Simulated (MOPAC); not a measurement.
Geometry relaxation, with input and output: CHF3W (part 2 of 2)

CHF3W (W(CH)F3), SMILES [CH]#[W]([F])([F])[F]; PM6, closed shell (MOPAC 23.2.5). The atoms were displaced at random from an optimised geometry.

Geometry of the input (Å):
```
W  0.4596  -0.0421  -0.3098
C  -0.3102  -0.0040  1.5927
H  -0.3170  -0.0370  2.6399
F  1.4360  -0.0037  -1.7429
F  -0.6519  1.2392  -1.0960
F  -0.7549  -1.2679  -1.1098
```

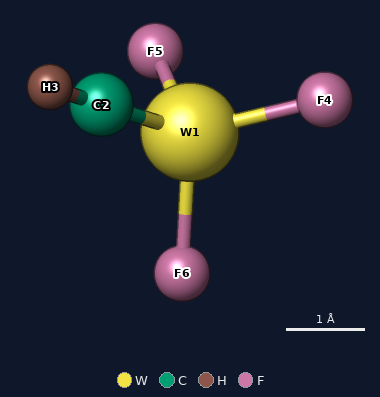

**Figure 1.** The geometry at step 18 of the log (ball-and-stick view, seen at a tilt; atoms are numbered from 1 in the order of the input).

### Trajectory as extended XYZ, continued
```
6
Properties=species:S:1:pos:R:3:forces:R:3 step=6 energy=-5.45025
W     0.1895   -0.0297   -0.4441   -0.2400   0.0242  -0.7893
C     0.1878   -0.0459    1.3290   -0.5506   0.0232   0.2863
H    -0.1289   -0.0121    2.3375    0.7944  -0.0141   0.5880
F     1.7859   -0.0218   -1.3841    0.3038  -0.0279   0.4931
F    -0.6300    1.5616   -0.9470   -0.1722  -0.0216  -0.2792
F    -0.7258   -1.5832   -0.9204   -0.1353   0.0162  -0.2989
6
Properties=species:S:1:pos:R:3:forces:R:3 step=7 energy=-5.49525
W     0.1657   -0.0287   -0.4704    0.1893   0.0562   0.6531
C     0.2243   -0.0470    1.3292   -0.5705   0.0165  -1.0725
H    -0.0721   -0.0126    2.3381    0.7253  -0.0058   0.6027
F     1.8257   -0.0248   -1.3334   -0.0338  -0.0248   0.4936
F    -0.6348    1.5886   -0.9321   -0.1651  -0.1390  -0.3269
F    -0.7287   -1.6091   -0.9047   -0.1452   0.0969  -0.3500
6
Properties=species:S:1:pos:R:3:forces:R:3 step=8 energy=-5.57307
W     0.1592   -0.0272   -0.4766    0.3068  -0.0100   0.5086
C     0.2289   -0.0452    1.3171   -0.5248   0.0170  -0.5730
H     0.0036   -0.0149    2.3558    0.6720  -0.0116   0.2365
F     1.8457   -0.0289   -1.3054   -0.1962  -0.0204   0.4644
F    -0.6469    1.5896   -0.9321   -0.1536  -0.1086  -0.3178
F    -0.7377   -1.6116   -0.9077   -0.1041   0.1337  -0.3187
6
Properties=species:S:1:pos:R:3:forces:R:3 step=9 energy=-5.69577
W     0.1696   -0.0283   -0.4718    0.0602   0.0903  -0.2812
C     0.1952   -0.0366    1.3015    0.0761   0.0146   1.6585
H     0.2413   -0.0260    2.4186    0.1195  -0.0106  -1.1647
F     1.8600   -0.0364   -1.2595   -0.1265  -0.0188   0.1876
F    -0.6906    1.5555   -0.9605   -0.0514   0.0201  -0.1775
F    -0.7684   -1.5710   -0.9424   -0.0778  -0.0956  -0.2227
6
Properties=species:S:1:pos:R:3:forces:R:3 step=10 energy=-5.73154
W     0.1639   -0.0253   -0.4748    0.0618  -0.0926   0.1247
C     0.2127   -0.0359    1.3076    0.0088  -0.0032   0.5051
H     0.2595   -0.0264    2.3903    0.1349  -0.0003  -0.4083
F     1.8644   -0.0400   -1.2418   -0.1251  -0.0105   0.1353
F    -0.6930    1.5560   -0.9617   -0.0769   0.0599  -0.1909
F    -0.7708   -1.5776   -0.9480   -0.0034   0.0468  -0.1659
6
Properties=species:S:1:pos:R:3:forces:R:3 step=11 energy=-5.74974
W     0.1625   -0.0268   -0.4702   -0.0479   0.0528   0.2120
C     0.2239   -0.0345    1.3166    0.0469  -0.0002  -0.1330
H     0.3258   -0.0293    2.3763    0.0371   0.0050   0.0507
F     1.8649   -0.0417   -1.2215   -0.0681  -0.0123   0.0428
F    -0.7060    1.5499   -0.9811    0.0207  -0.0743  -0.0706
F    -0.7783   -1.5656   -0.9671    0.0113   0.0291  -0.1018
6
Properties=species:S:1:pos:R:3:forces:R:3 step=12 energy=-5.75292
W     0.1638   -0.0247   -0.4637   -0.1185  -0.0779   0.0904
C     0.2260   -0.0328    1.3225    0.1008  -0.0090  -0.1053
H     0.3567   -0.0303    2.3791   -0.0274   0.0084   0.0621
F     1.8607   -0.0452   -1.2188   -0.0203  -0.0063   0.0151
F    -0.7111    1.5372   -0.9929    0.0031   0.0048  -0.0419
F    -0.7817   -1.5570   -0.9835    0.0623   0.0800  -0.0204
6
Properties=species:S:1:pos:R:3:forces:R:3 step=13 energy=-5.75431
W     0.1621   -0.0260   -0.4609   -0.0909   0.0275   0.0373
C     0.2326   -0.0332    1.3244    0.0925  -0.0018  -0.1014
H     0.3629   -0.0300    2.3805   -0.0319   0.0052   0.0771
F     1.8592   -0.0448   -1.2169   -0.0211  -0.0087   0.0170
F    -0.7120    1.5359   -0.9998    0.0264  -0.0415  -0.0050
F    -0.7806   -1.5519   -0.9889    0.0250   0.0194  -0.0250
6
Properties=species:S:1:pos:R:3:forces:R:3 step=14 energy=-5.75639
W     0.1567   -0.0257   -0.4571   -0.0123   0.0444  -0.0143
C     0.2504   -0.0338    1.3264    0.0603   0.0071  -0.0616
H     0.3694   -0.0287    2.3846   -0.0320  -0.0002   0.0562
F     1.8570   -0.0464   -1.2108   -0.0177  -0.0069   0.0153
F    -0.7116    1.5320   -1.0096    0.0096  -0.0339   0.0154
F    -0.7777   -1.5471   -0.9996   -0.0080  -0.0105  -0.0110
6
Properties=species:S:1:pos:R:3:forces:R:3 step=15 energy=-5.75711
W     0.1530   -0.0250   -0.4557    0.0195   0.0180  -0.0185
C     0.2638   -0.0339    1.3264    0.0224   0.0101  -0.0122
H     0.3652   -0.0273    2.3879   -0.0157  -0.0036   0.0150
F     1.8552   -0.0479   -1.2066    0.0087  -0.0048   0.0059
F    -0.7103    1.5306   -1.0134   -0.0144  -0.0151   0.0118
F    -0.7753   -1.5465   -1.0050   -0.0205  -0.0047  -0.0021
6
Properties=species:S:1:pos:R:3:forces:R:3 step=16 energy=-5.75719
W     0.1522   -0.0247   -0.4562    0.0304  -0.0023  -0.0060
C     0.2671   -0.0335    1.3257    0.0040   0.0089   0.0011
H     0.3629   -0.0272    2.3884   -0.0079  -0.0036  -0.0014
F     1.8555   -0.0484   -1.2048    0.0161  -0.0037   0.0000
F    -0.7105    1.5306   -1.0129   -0.0237  -0.0063   0.0054
F    -0.7753   -1.5472   -1.0055   -0.0190   0.0070   0.0010
6
Properties=species:S:1:pos:R:3:forces:R:3 step=17 energy=-5.75727
W     0.1529   -0.0247   -0.4568    0.0173  -0.0144   0.0062
C     0.2665   -0.0327    1.3251    0.0028   0.0054   0.0069
H     0.3604   -0.0274    2.3883   -0.0044  -0.0023  -0.0078
F     1.8561   -0.0487   -1.2048    0.0231  -0.0038  -0.0037
F    -0.7112    1.5305   -1.0113   -0.0260  -0.0005  -0.0018
F    -0.7760   -1.5475   -1.0047   -0.0128   0.0155   0.0002
6
Properties=species:S:1:pos:R:3:forces:R:3 step=18 energy=-5.75742
W     0.1541   -0.0249   -0.4575    0.0006  -0.0234   0.0196
C     0.2663   -0.0307    1.3245    0.0037  -0.0007   0.0078
H     0.3576   -0.0280    2.3881   -0.0016   0.0004  -0.0124
F     1.8578   -0.0495   -1.2041    0.0267  -0.0047  -0.0061
F    -0.7139    1.5291   -1.0092   -0.0258   0.0045  -0.0088
F    -0.7781   -1.5464   -1.0047   -0.0036   0.0238  -0.0001
6
Properties=species:S:1:pos:R:3:forces:R:3 step=19 energy=-5.75767
W     0.1564   -0.0253   -0.4583   -0.0244  -0.0228   0.0301
C     0.2684   -0.0263    1.3238    0.0058  -0.0127   0.0064
H     0.3538   -0.0292    2.3878    0.0013   0.0054  -0.0138
F     1.8620   -0.0517   -1.2016    0.0253  -0.0061  -0.0076
F    -0.7212    1.5250   -1.0067   -0.0186   0.0082  -0.0152
F    -0.7829   -1.5419   -1.0067    0.0106   0.0280   0.0002
6
Properties=species:S:1:pos:R:3:forces:R:3 step=20 energy=-5.75784
W     0.1571   -0.0255   -0.4580   -0.0181  -0.0098   0.0196
C     0.2722   -0.0240    1.3238    0.0057  -0.0155   0.0029
H     0.3535   -0.0297    2.3879    0.0008   0.0066  -0.0082
F     1.8649   -0.0536   -1.1990    0.0154  -0.0064  -0.0042
F    -0.7264    1.5216   -1.0071   -0.0134   0.0043  -0.0113
F    -0.7857   -1.5376   -1.0097    0.0097   0.0207   0.0012
6
Properties=species:S:1:pos:R:3:forces:R:3 step=21 energy=-5.75786
W     0.1583   -0.0255   -0.4568    0.0006   0.0237  -0.0162
C     0.2856   -0.0194    1.3240   -0.0010  -0.0182  -0.0009
H     0.3542   -0.0304    2.3885   -0.0014   0.0072   0.0042
F     1.8725   -0.0596   -1.1906   -0.0093  -0.0026   0.0018
F    -0.7416    1.5109   -1.0102    0.0064  -0.0022   0.0038
F    -0.7929   -1.5244   -1.0191    0.0048  -0.0079   0.0073
6
Properties=species:S:1:pos:R:3:forces:R:3 step=22 energy=-5.75799
W     0.1572   -0.0252   -0.4572    0.0026   0.0103  -0.0004
C     0.2797   -0.0231    1.3240    0.0011  -0.0111  -0.0028
H     0.3547   -0.0296    2.3882   -0.0009   0.0043   0.0024
F     1.8685   -0.0567   -1.1945    0.0003  -0.0030   0.0001
F    -0.7338    1.5163   -1.0097   -0.0036  -0.0004  -0.0015
F    -0.7886   -1.5309   -1.0144    0.0005  -0.0001   0.0023
6
Properties=species:S:1:pos:R:3:forces:R:3 step=23 energy=-5.75800
W     0.1572   -0.0250   -0.4572    0.0032   0.0096  -0.0018
C     0.2799   -0.0238    1.3240    0.0004  -0.0091  -0.0010
H     0.3546   -0.0294    2.3883   -0.0006   0.0033   0.0014
F     1.8685   -0.0569   -1.1945   -0.0002  -0.0021   0.0002
F    -0.7339    1.5163   -1.0100   -0.0026  -0.0009  -0.0010
F    -0.7885   -1.5309   -1.0142   -0.0003  -0.0008   0.0023
6
Properties=species:S:1:pos:R:3:forces:R:3 step=24 energy=-5.75795
W     0.1567   -0.0231   -0.4572    0.0050  -0.0143  -0.0020
C     0.2789   -0.0307    1.3240   -0.0008   0.0154   0.0037
H     0.3547   -0.0276    2.3883    0.0001  -0.0070  -0.0031
F     1.8675   -0.0575   -1.1953    0.0012   0.0066   0.0004
F    -0.7327    1.5177   -1.0122    0.0009  -0.0030   0.0013
F    -0.7865   -1.5326   -1.0111   -0.0064   0.0024  -0.0003
6
Properties=species:S:1:pos:R:3:forces:R:3 step=25 energy=-5.75802
W     0.1573   -0.0243   -0.4572    0.0015   0.0007  -0.0005
C     0.2799   -0.0262    1.3239    0.0002   0.0000  -0.0003
H     0.3543   -0.0288    2.3883   -0.0001  -0.0004   0.0003
F     1.8686   -0.0574   -1.1945    0.0003   0.0014  -0.0001
F    -0.7343    1.5163   -1.0107   -0.0001  -0.0012  -0.0005
F    -0.7883   -1.5309   -1.0132   -0.0018  -0.0004   0.0010
6
Properties=species:S:1:pos:R:3:forces:R:3 step=26 energy=-5.75802
W     0.1574   -0.0242   -0.4573    0.0010   0.0002  -0.0001
C     0.2799   -0.0261    1.3239    0.0004   0.0001  -0.0001
H     0.3542   -0.0289    2.3883   -0.0001  -0.0004   0.0000
F     1.8688   -0.0575   -1.1944    0.0003   0.0014  -0.0001
F    -0.7346    1.5161   -1.0107    0.0000  -0.0011  -0.0006
F    -0.7885   -1.5307   -1.0132   -0.0017  -0.0002   0.0008
6
Properties=species:S:1:pos:R:3:forces:R:3 step=27 energy=-5.75796
W     0.1592   -0.0243   -0.4577   -0.0162   0.0019   0.0059
C     0.2824   -0.0246    1.3234    0.0032  -0.0048   0.0009
H     0.3517   -0.0301    2.3882    0.0008   0.0028  -0.0020
F     1.8724   -0.0585   -1.1918   -0.0009   0.0010  -0.0014
F    -0.7406    1.5118   -1.0104    0.0069   0.0022  -0.0023
F    -0.7932   -1.5260   -1.0143    0.0061  -0.0031  -0.0010
6
Properties=species:S:1:pos:R:3:forces:R:3 step=28 energy=-5.75802
W     0.1575   -0.0242   -0.4573   -0.0002   0.0001   0.0004
C     0.2802   -0.0261    1.3239    0.0007  -0.0001  -0.0002
H     0.3539   -0.0290    2.3882   -0.0001  -0.0002   0.0000
F     1.8691   -0.0575   -1.1941    0.0003   0.0014  -0.0002
F    -0.7352    1.5157   -1.0108    0.0004  -0.0008  -0.0006
F    -0.7890   -1.5302   -1.0133   -0.0011  -0.0004   0.0006
6
Properties=species:S:1:pos:R:3:forces:R:3 step=29 energy=-5.75802
W     0.1576   -0.0242   -0.4573   -0.0007   0.0001   0.0005
C     0.2804   -0.0261    1.3238    0.0006  -0.0002  -0.0001
H     0.3538   -0.0290    2.3882    0.0001   0.0000  -0.0001
F     1.8692   -0.0575   -1.1940    0.0001   0.0014  -0.0002
F    -0.7353    1.5155   -1.0108    0.0007  -0.0006  -0.0006
F    -0.7892   -1.5301   -1.0133   -0.0008  -0.0006   0.0005
6
Properties=species:S:1:pos:R:3:forces:R:3 step=30 energy=-5.75802
W     0.1576   -0.0242   -0.4573   -0.0006  -0.0003   0.0003
C     0.2806   -0.0264    1.3238    0.0002  -0.0002   0.0002
H     0.3537   -0.0291    2.3883    0.0003   0.0002  -0.0003
F     1.8694   -0.0572   -1.1939    0.0000   0.0013  -0.0002
F    -0.7353    1.5153   -1.0111    0.0008  -0.0005  -0.0003
F    -0.7895   -1.5299   -1.0131   -0.0006  -0.0005   0.0003
```

### Results in brief

```csv
quantity,value
outcome,converged
heat of formation,−132.78 kcal/mol
basis functions,26
largest force,0.001 eV/Å
HOMO,−7.64 eV
LUMO,0.12 eV
dipole moment,0.67 D
hardware,"1 thread of Arm Neoverse N1, 98 GiB of memory available, shared host"
peak memory,0.072 GiB
```

### Remarks

MOPAC's energies along a path are heats of formation.
